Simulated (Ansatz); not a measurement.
**Ge (diamond structure), cut as [110] fin, 0.29 nm along [001] by 1.63 nm along [1-10], dimers on {100} faces**

Method: PBE (plane waves to 420 eV, PAW; Ansatz, a first-principles code).

k-points: Γ-centred 1×1×3 mesh; occupations: Fermi-Dirac, 0.020 eV; spin polarisation not allowed. Spin-orbit coupling is left out.

 The relaxation kept the symmetry of its start, so a lower minimum of less symmetry isn't excluded. The period along the axis is held at the bulk value.

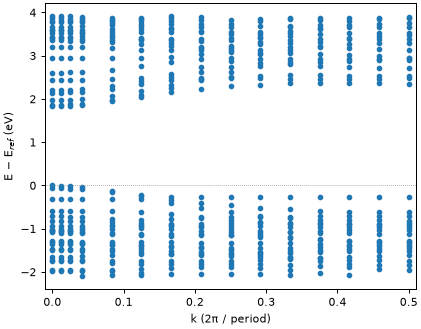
*Levels along the axis at 15 k-points, drawn as points, zero at the top of the valence band*

Electronic character: not metallic; Kohn-Sham band gap: 1.83 eV. Only levels within the plotted window are shown.
